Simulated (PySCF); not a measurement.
## Single-point calculation, with input and output: BClF

System: BClF, multiplicity 2.
Method: SVWN5/6-31G*, UKS (PySCF 2.14.0).

The geometry was optimised with PBE0-D4/def2-TZVP.

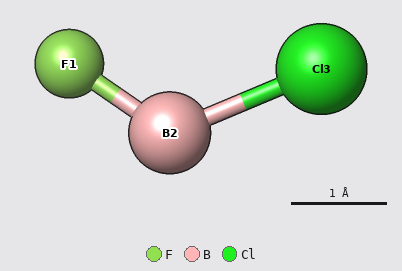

The structure (ball-and-stick view, seen on its broad side; atoms are numbered from 1 in the order of the input). Bond lengths as drawn: B–Cl 1.74 Å and B–F 1.30 Å.

Input (calc.py)
```python
from pyscf import gto, dft

system = gto.M(
    atom=[
    ('F', (1.432984, -0.742101, 1.036034)),
    ('B', (0.359739, -0.780615, 0.302556)),
    ('Cl', (-0.282728, -2.259006, -0.343376)),
],
    max_memory=1860,
    basis='6-31g*',
    verbose=3,
    charge=0,
    spin=1,
)

myscf = dft.UKS(system)
myscf.xc = 'svwn'
myscf.conv_tol = 1e-10
myscf.grids.level = 5
myscf.kernel()
if not myscf.converged:
    myscf = myscf.newton().run(myscf.mo_coeff, myscf.mo_occ)

e_tot = myscf.e_tot
print('E(%s) = %.9f' % ('SVWN5', e_tot))
```

Hardware: 1 thread of Arm Neoverse V1, 112 GiB of memory available, shared host.

Run as:
```bash
OMP_NUM_THREADS=1 python calc.py
```

Log
```
WARN: HOMO -0.168979035179215 >= LUMO -0.168979035179215

converged SCF energy = -582.481601911613  <S^2> = 0.75182165  2S+1 = 2.0018208
E(SVWN5) = -582.481601912
```

Summary

| quantity | value |
| --- | --- |
| outcome | converged |
| total energy | −582.481602 hartree |
| basis functions | 46 |
| ⟨S²⟩ | 0.752 |
| dipole moment | 0.26 D |
| wall time | 5.1 s |
| peak memory | 0.17 GiB |
